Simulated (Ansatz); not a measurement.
Results of r²SCANh (Ansatz, an electronic-structure program, plane waves, PAW) for L1₂ (Cu3Au-type) Al3Sc.

Settings: plane-wave cutoff 520 eV, 8×8×8 k mesh, Fermi–Dirac smearing 0.05 eV, scalar-relativistic PAW data made under PBE.

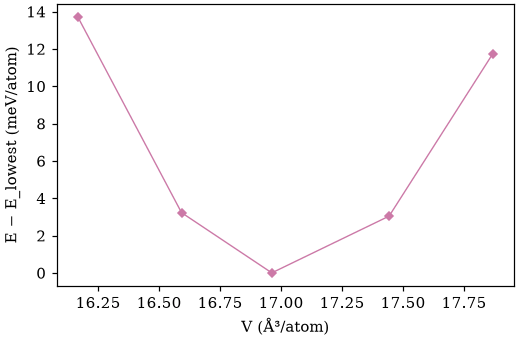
Figure: Total energy against volume

From the curve, estimate the equilibrium volume and the bulk modulus.

V0 ≈ 17.0 Å³/atom and B0 ≈ 96 GPa; the fit gives V0 = 17.014 Å³/atom, B0 = 95.8 GPa, B′ = 4.0.

Measured, for comparison: bulk modulus 91.5 ± 1 GPa (298 K, not corrected to a static lattice, polycrystal; as tabulated in A Combined Experimental and First-Principles Based Assessment of …); equilibrium volume per atom 17.27 Å³/atom (room temperature, not corrected to a static lattice; as tabulated in A Combined Experimental and First-Principles Based Assessment of …). Computed (rounded) less measured: bulk modulus +5 %, equilibrium volume per atom -1.5 %. A static lattice is as a rule a little smaller and stiffer than an uncorrected measurement, which narrows the difference in the bulk modulus, equilibrium volume per atom and would widen misses of the other sign.

The computed numbers hold no vibrational or temperature effects.
